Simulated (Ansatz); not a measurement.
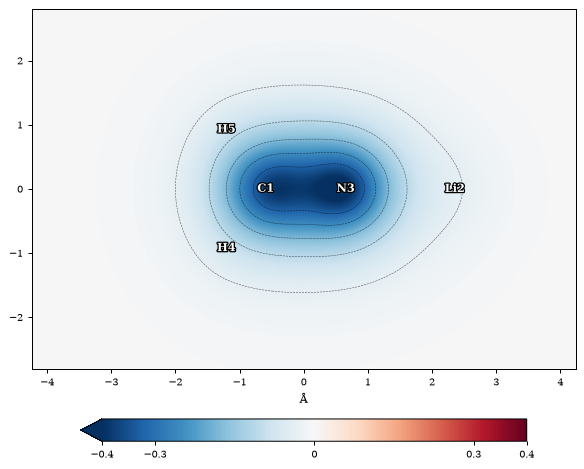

Figure. CH2LiN. The HOMO−1 on a plane 0.8 Å above the molecular plane (values in Å⁻³ᐟ²; the overall sign is arbitrary).

Geometry: PBE0-D4/def2-TZVP.

The calculation used isolated molecule in a Gaussian basis; Kohn-Sham density functional theory, functional PBE0 (Ansatz 0.2.0).

Input

```
crystal:
  periodic: [false, false, false]
  atoms:
    - {symbol: C, position_ang: [-0.124003, 0.476344, 0.314082]}
    - {symbol: Li, position_ang: [0.421313, -2.304064, -0.490400]}
    - {symbol: N, position_ang: [0.106296, -0.697226, -0.025601]}
    - {symbol: H, position_ang: [0.344902, 1.363546, -0.167518]}
    - {symbol: H, position_ang: [-0.822238, 0.757800, 1.133935]}
basis:
  gaussian:
    orbitals: def2-TZVPD
output: {forces: true, orbitals: {seedname: orbitals}}
hamiltonian:
  xc: {name: PBE0}
```

Launched as:

```sh
ansatz run input.yaml --threads 1 --pin off --max-ram 2610MiB --events-out events.jsonl --progress --plain --runs-dir runs
```

### What is the character of this orbital?

By Hirshfeld shares it lies mainly on N3 (about 50 %) and C1 (about 40 %); it changes sign across the molecular plane (π type); π-bonding across C1–N3. Its energy is −7.71 eV.
